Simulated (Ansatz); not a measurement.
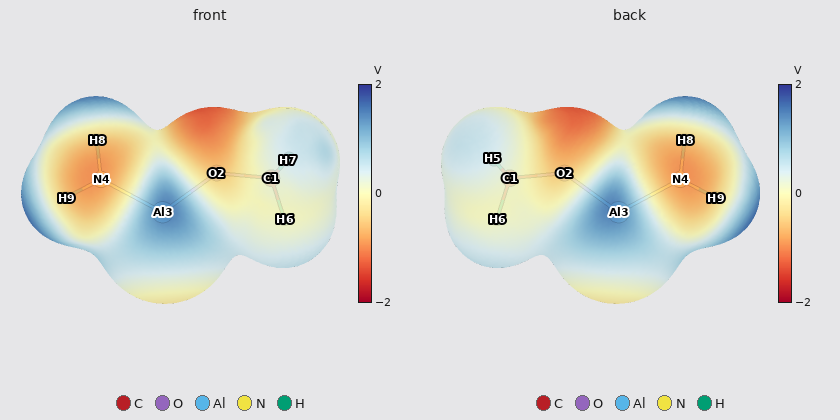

CH₅AlNO (SMILES C[O][Al][NH2]) (doublet). The molecular electrostatic potential painted on the density surface at 0.002 e/bohr³, seen from the front and from behind; the colour scale runs from red (negative) to blue (positive).

Geometry: PBE0-D4/def2-TZVP.

Computed with UKS PBE0-D4/def2-TZVPP (Ansatz 0.2.0).

```yaml
atoms:
  - { symbol: C, position_ang: [0.9518, 1.4320, -0.7681] }
  - { symbol: O, position_ang: [0.1489, 0.3855, -0.3194] }
  - { symbol: Al, position_ang: [0.1176, -0.7432, 0.9402] }
  - { symbol: N, position_ang: [-1.2532, -1.8628, 0.9471] }
  - { symbol: H, position_ang: [1.2868, 1.2386, -1.7931] }
  - { symbol: H, position_ang: [1.8430, 1.5793, -0.1452] }
  - { symbol: H, position_ang: [0.3856, 2.3699, -0.7716] }
  - { symbol: H, position_ang: [-1.9917, -1.8609, 0.2603] }
  - { symbol: H, position_ang: [-1.4004, -2.5846, 1.6325] }
```

**Describe the electrostatic potential map.**

The most negative region (about −1.3 V) lies over O2, the most positive (about +1.5 V) over H9. O2 is the likeliest acceptor of a hydrogen bond.
